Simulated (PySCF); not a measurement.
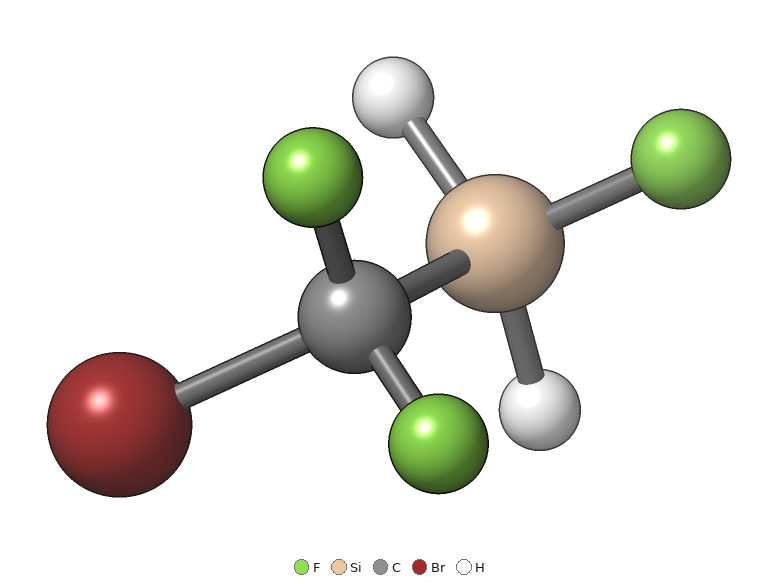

The computed structure is the end point of a GFN2-xTB optimisation. No frequency run is at hand to confirm it as a minimum. Properties computed with ωB97X-D/def2-SVPD, gas phase (PySCF 2.14.0). Excitations: vertical, linear response.

Q: Estimate the dipole moment.

A: 2.22 D.

Q: What is the brightest of the 8 lowest singlets?

A: 7.33 eV.

Q: Give the LUMO energy (Kohn–Sham orbital) at this level.

A: 0.58 eV.

Q: Give the lowest vertical singlet excitation at this level.

A: 6.14 eV.

The geometry is semi-empirical. Around Br, Si such bond lengths and angles can be off by a tenth of an ångström or more and by several degrees, and values that hang on the shape move with them.
